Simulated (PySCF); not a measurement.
CH$_{7}$FSi$_{2}$ (SMILES C[SiH2][SiH2]F)

Input file:

```
{"job": {"kind": "nmr", "xc": "PBE0", "basis": "pcSseg-1"}, "charge": 0, "multiplicity": 1}
C     -1.641219     0.201825     0.565796
Si    -0.305379    -0.641179    -0.489857
Si     1.731419     0.379694    -0.129652
F      2.882562    -0.665134    -0.573461
H     -1.689884     1.269941     0.371676
H     -1.452365     0.070720     1.627706
H     -2.622697    -0.211942     0.355761
H     -0.306696    -2.075364    -0.157899
H     -0.730685    -0.554509    -1.897289
H      2.100631     0.680017     1.252770
H      2.039736     1.548600    -0.951515
```

Launched as:

```sh
OMP_NUM_THREADS=1 python probes_run.py task.json out
```

Geometry: GFN2-xTB.

Computed with PBE0/pcSseg-1, SCF density, gas phase, non-relativistic (PySCF 2.14.0).

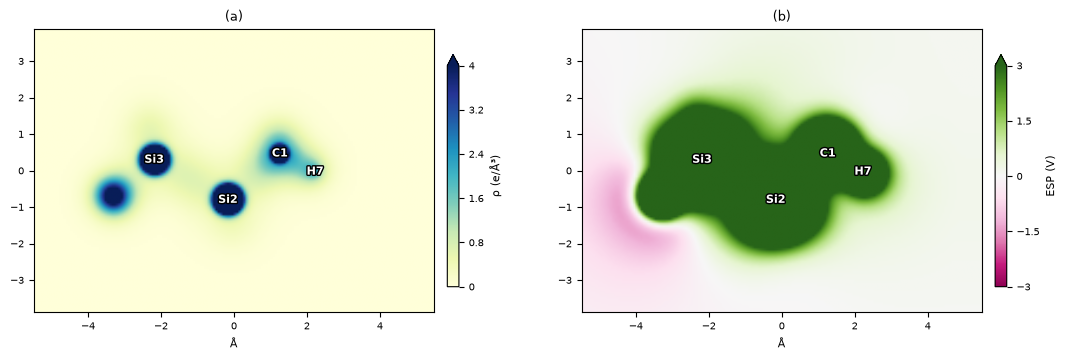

Figure 1. (a) electron density; (b) electrostatic potential on the plane of atoms Si2, C1 and H7.

What do the fields say about this system?

The plane passes through C, Si and H nuclei.
C–Si (1.90 Å): ρ at the midpoint is about 0.9 e/Å³.
Si–Si (2.31 Å): ρ at the midpoint is about 0.7 e/Å³.
C–H (1.09 Å): the density is about 2 e/Å³ at the midpoint.
Outside the dense part of the molecule the potential is most negative (−1.4 V) near F4, which lies off the plane.

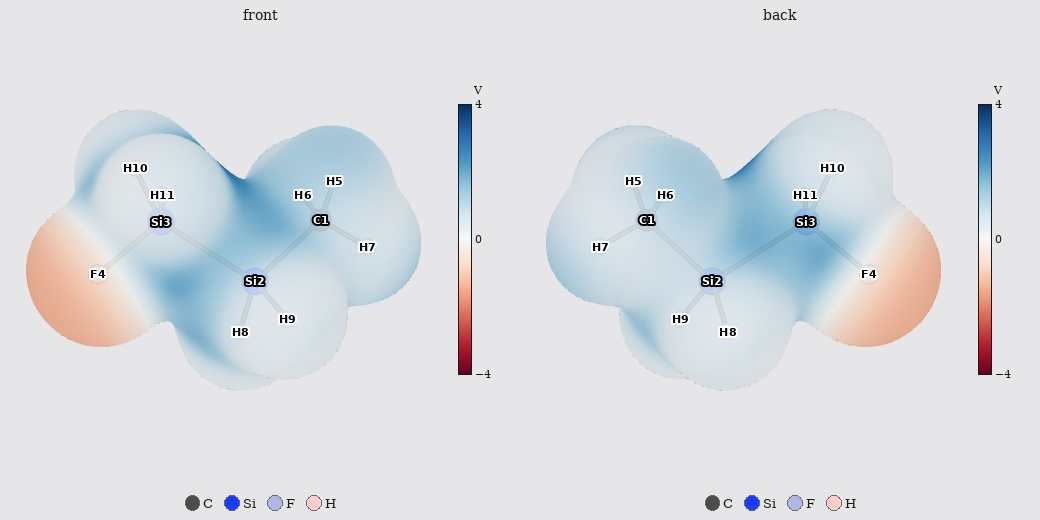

Figure 2. The molecular electrostatic potential painted on the density surface at 0.004 e/bohr³, seen from the front and from behind; red is negative and blue positive.

Which sites attract a positive test charge, and which a negative one?

A positive charge is drawn to the negative regions and a negative charge to the positive ones. The most negative region (about −1.3 V) lies over F4, the most positive (about +2.9 V) over Si3.
